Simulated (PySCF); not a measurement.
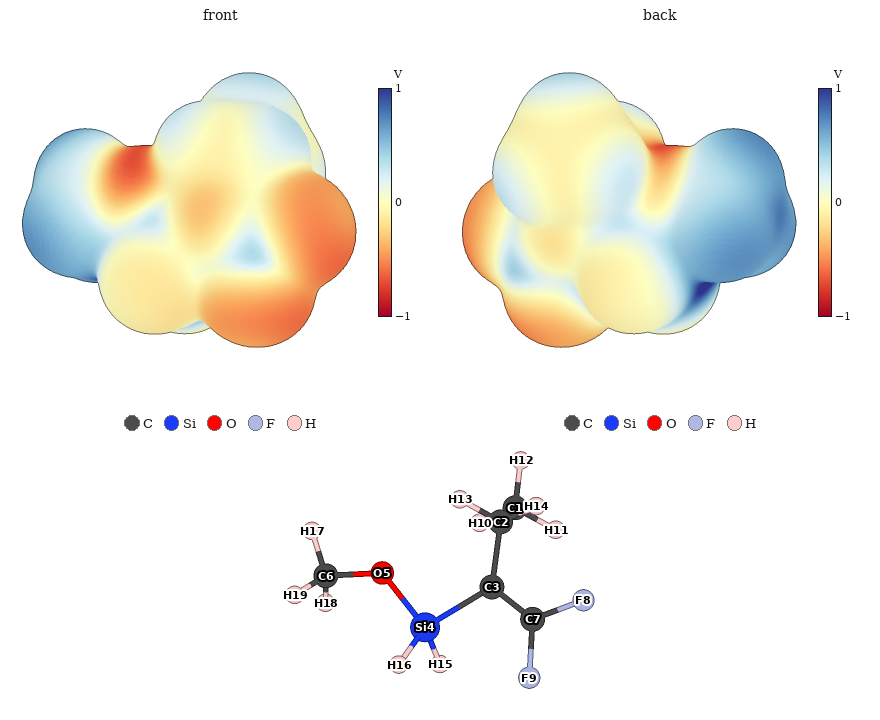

C$_{5}$H$_{10}$F$_{2}$OSi (SMILES CCC([SiH2]OC)=C(F)F). The molecular electrostatic potential painted on the density surface at 0.001 e/bohr³, seen from the front and from behind; the colour scale runs from red (negative) to blue (positive). The bare structure is drawn below in the same view.

Geometry: GFN2-xTB.

Computed with PBE0/pcSseg-1, SCF density, gas phase, non-relativistic in PySCF 2.14.0.

```xyz
19

C    -1.7620   -1.1324    0.6617
C    -1.1526    0.1605    1.2000
C    -0.6673    1.0230    0.0715
Si    0.8620    0.6060   -0.9435
O     1.5155   -0.5864   -0.0641
C     2.6803   -1.3057   -0.3295
C    -1.3361    2.0965   -0.2865
F    -2.4469    2.5771    0.2828
F    -0.9971    2.9069   -1.2952
H    -1.0228   -1.6782    0.0817
H    -2.6147   -0.9138    0.0228
H    -2.0963   -1.7607    1.4837
H    -0.3026   -0.0848    1.8379
H    -1.8947    0.6984    1.7940
H     0.4972    0.1474   -2.2885
H     1.7588    1.7583   -1.0544
H     2.7632   -2.1017    0.4115
H     2.6493   -1.7433   -1.3295
H     3.5569   -0.6577   -0.2639
```

Describe the electrostatic potential map.

Answer. The most negative region (about −0.7 V) lies over O5, the most positive (about +0.9 V) over Si4.

What dipole moment does the calculation give?

Answer. Its dipole moment is 2.42 D.
